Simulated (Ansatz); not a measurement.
# One shape, several levels: doublet [InCNF2]−

Wanted: a comparison of 6 runs (UHF/STO-3G, UB3LYP/def2-SVPD, UPBE0/def2-SVPD, UMP2/def2-SVPD, UCCSD/def2-SVPD, UCCSD(T)/def2-SVPD) of doublet [InCNF2]−. 

The results are computed with Ansatz 0.2.0.

45 further runs of the same task are left out: 1 that didn't finish, 44 set aside as unsound or not needed. Runs told in other sessions of the task aren't counted.

## 1. The system as given

[InCNF2]− has 5 atoms, charge -1, and is taken as a doublet. As SMILES of the parent species, `N#[C][In]([F])[F]`. The coordinates come from a PBE0-D4/def2-TZVP relaxation. That shape belongs to the parent species and isn't relaxed for this state.

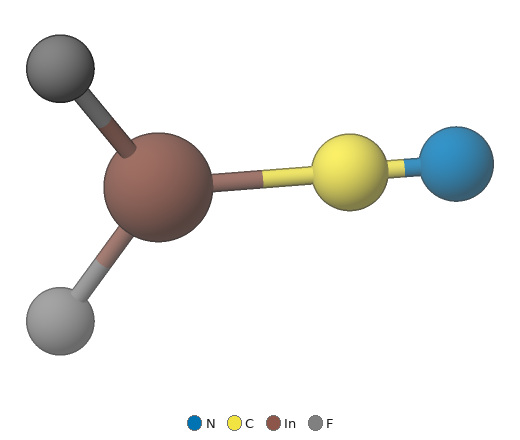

Viewed from a chosen angle; nitrogen blue, carbon yellow, indium brown, fluorine grey.

## 2. The energy at UHF/STO-3G (run 1)

File input.yaml:

```yaml
crystal:
  periodic: [false, false, false]
  atoms:
    - {symbol: "N", position_ang: [1.298000, -1.592200, 1.589600]}
    - {symbol: C, position_ang: [0.724900, -0.890300, 0.878600]}
    - {symbol: In, position_ang: [-0.306000, 0.372300, -0.400300]}
    - {symbol: F, position_ang: [-1.872100, -0.154800, -1.375500]}
    - {symbol: F, position_ang: [0.205100, 2.191400, -0.733700]}
basis:
  gaussian:
    orbitals: STO-3G
total_charge: -1
magnetization:
  spin_polarized: true
  initial_magnetization: 1
hamiltonian:
  xc: hf
accuracy: high
output:
  orbitals: {seedname: orbitals}
```

The run is started by

```console
ansatz run input.yaml --threads 1 --pin off --max-ram 3480MiB --events-out events.jsonl --progress --plain --runs-dir runs
```

The log of the run:

```text
Warning: RAYON_NUM_THREADS=1 ignored (pool sized by the plan → 1); use --threads N
Functional definition: HF
  name "HF"
  exchange = exact_x
  correlation = 0
918 factors; integrals over basis functions are off by at most 5.7e-9 eV
mean field evaluation 1: about -162444.3178 eV, gradient 2.2e1 eV
mean field evaluation 2: about -162444.5289 eV, gradient 2.2e1 eV
mean field evaluation 4: about -162448.1564 eV, gradient 2.0e0 eV
mean field evaluation 8: about -162448.2528 eV, gradient 3.3e-1 eV
mean field evaluation 16: about -162448.2770 eV, gradient 1.1e-2 eV
mean field evaluation 32: about -162448.2770 eV, gradient 1.4e-6 eV
mean field evaluation 64: about -162437.2595 eV, gradient 1.3e1 eV
mean field evaluation 96: about -162444.3177 eV, gradient 2.2e1 eV
mean field evaluation 128: about -162448.2770 eV, gradient 7.6e-7 eV
mean field -162450.50530586 eV, -5969.9459570830 hartree, gradient 4.0e-8 eV, S^2 0.877735; 3 other end points of the search recorded, 0 dependent functions left out
reference -162450.50530586 eV, -5969.9459570830 hartree; 41, 40 occupied and 6, 7 virtual orbitals, 918 factors
Total energy: -162450.50530586 eV, -5969.9459570830 hartree
```

It took 5.1 s on 1 thread of Arm Neoverse V1, shared host; peak memory 0.18 GiB.

## 3. A single-point energy at UB3LYP/def2-SVPD (core potential) (run 2)

File job.yaml:

```yaml
crystal:
  periodic: [false, false, false]
  atoms:
    - symbol: "N"
      position_ang: [1.298000, -1.592200, 1.589600]
    - symbol: C
      position_ang: [0.724900, -0.890300, 0.878600]
    - symbol: In
      position_ang: [-0.306000, 0.372300, -0.400300]
    - symbol: F
      position_ang: [-1.872100, -0.154800, -1.375500]
    - symbol: F
      position_ang: [0.205100, 2.191400, -0.733700]
basis:
  gaussian:
    orbitals: def2-SVPD
total_charge: -1
magnetization:
  spin_polarized: true
  initial_magnetization: 1
hamiltonian:
  xc: {name: B3LYP}
accuracy: high
output: {orbitals: {seedname: orbitals}}
```

The run is started by

```console
ansatz run job.yaml --threads 1 --pin off --max-ram 3480MiB --events-out events.jsonl --progress --plain --runs-dir runs
```

The log of the run:

```text
Warning: RAYON_NUM_THREADS=1 ignored (pool sized by the plan → 1); use --threads N
Functional definition: B3LYP
  name "B3LYP"
  parameter a0 = 0.2
  parameter ax = 0.72
  parameter ac = 0.81
  exchange = (1 - a0 - ax)*slater_x + ax*b88_x + a0*exact_x
  correlation = (1 - ac)*vwn_rpa_c + ac*lyp_c
2488 factors; integrals over basis functions are off by at most 3.2e-9 eV
mean field evaluation 1: about -13129.8024 eV, gradient 2.2e1 eV
mean field evaluation 2: about -13124.3040 eV, gradient 4.3e1 eV
mean field evaluation 4: about -13132.1315 eV, gradient 2.1e0 eV
mean field evaluation 8: about -13132.2720 eV, gradient 2.0e-1 eV
mean field evaluation 16: about -13132.2723 eV, gradient 6.9e-4 eV
mean field evaluation 32: about -13132.2723 eV, gradient 6.5e-8 eV
mean field -13132.27230412 eV, -482.6021058025 hartree, gradient 6.5e-8 eV, S^2 0.751890; 3 other end points of the search recorded, 0 dependent functions left out
reference -13132.27234055 eV, -482.6021071414 hartree; 27, 26 occupied and 91, 92 virtual orbitals, 2488 factors
Total energy: -13132.27234055 eV, -482.6021071414 hartree
```

It took 46 s on 1 thread of Arm Neoverse V1, shared host; peak memory 0.64 GiB.

Runs 3 to 5 aren't shown in full; the table further down has their settings and results.

## 4. A single-point energy at UCCSD(T)/def2-SVPD (core potential) (run 6)

File run.yaml:

```yaml
crystal:
  periodic: [false, false, false]
  atoms:
    - {symbol: "N", position_ang: [1.298000, -1.592200, 1.589600]}
    - {symbol: C, position_ang: [0.724900, -0.890300, 0.878600]}
    - {symbol: In, position_ang: [-0.306000, 0.372300, -0.400300]}
    - {symbol: F, position_ang: [-1.872100, -0.154800, -1.375500]}
    - {symbol: F, position_ang: [0.205100, 2.191400, -0.733700]}
basis:
  gaussian:
    orbitals: def2-SVPD
correlation:
  method: ccsd_t
  frozen_orbitals: {C: 1, F: 1, In: 4, "N": 1}
accuracy: high
scf:
  omitted_lower_state_checks: [cluster_reference, increment]
magnetization:
  spin_polarized: true
  initial_magnetization: 1
total_charge: -1
```

The run is started by

```console
ansatz run run.yaml --threads 1 --pin off --max-ram 3480MiB --events-out events.jsonl --progress --plain --runs-dir runs
```

The log of the run:

```text
Warning: RAYON_NUM_THREADS=1 ignored (pool sized by the plan → 1); use --threads N
[... 14 lines left out ...]
8 core orbitals not correlated: weight in the atoms' cores, before any rotation towards them, 1.000 or more for the frozen orbitals, at most 0.000 for the correlated occupied ones
[... 35 lines left out ...]
Total energy: -13090.15472251 eV, -481.0543132267 hartree
Checks for a lower state left out: cluster_reference, increment
```

Run time: 12 min. Hardware: 1 thread of Arm Neoverse V1, shared host; peak memory 2.9 GiB.

## 5. The series

| run | level | core potential | frozen core orbitals | energy (Eh) | ⟨S²⟩ | wall time |
| --- | --- | --- | --- | --- | --- | --- |
| 1 | UHF/STO-3G | none | – | -5969.945957 | 0.878 | 5.1 s |
| 2 | UB3LYP/def2-SVPD (core potential) | def2-SVPD | – | -482.602107 | 0.752 | 46 s |
| 3 | UPBE0/def2-SVPD (core potential) | def2-SVPD | – | -482.230350 | 0.753 | 55 s |
| 4 | UMP2/def2-SVPD (core potential) | def2-SVPD | 8 | -481.017866 | 0.786 | 38 s |
| 5 | UCCSD/def2-SVPD (core potential) | def2-SVPD | 8 | -481.026805 | 0.786 | 8.6 min |
| 6 | UCCSD(T)/def2-SVPD (core potential) | def2-SVPD | 8 | -481.054313 | 0.786 | 12 min |

## 6. Summary of results

| quantity | value |
| --- | --- |
| run 6: total energy | -481.05431 Eh |
| run 6: correlation energy (8 core orbitals frozen) | -815.1 mEh |
| run 6: (T) correction | -27.51 mEh |
| run 6: ⟨S²⟩ of the reference determinant | 0.786 |
| run 6: T1 diagnostic | 0.036 |

**Reading.** Totals of different functionals can't be ranked against each other. Some runs of one species differ in core potentials or relativity; totals across that change don't compare. In runs 1, 2, 3 the HOMO lies above zero, from self-interaction, a short basis or an electron that isn't bound. In run 1 the basis is minimal, so the values are rough. In run 1 relativity is left out where basis or elements ask for it. Spin contamination of the reference: run 1 ⟨S²⟩ = 0.88. All runs together took 23 min, the longest 12 min.
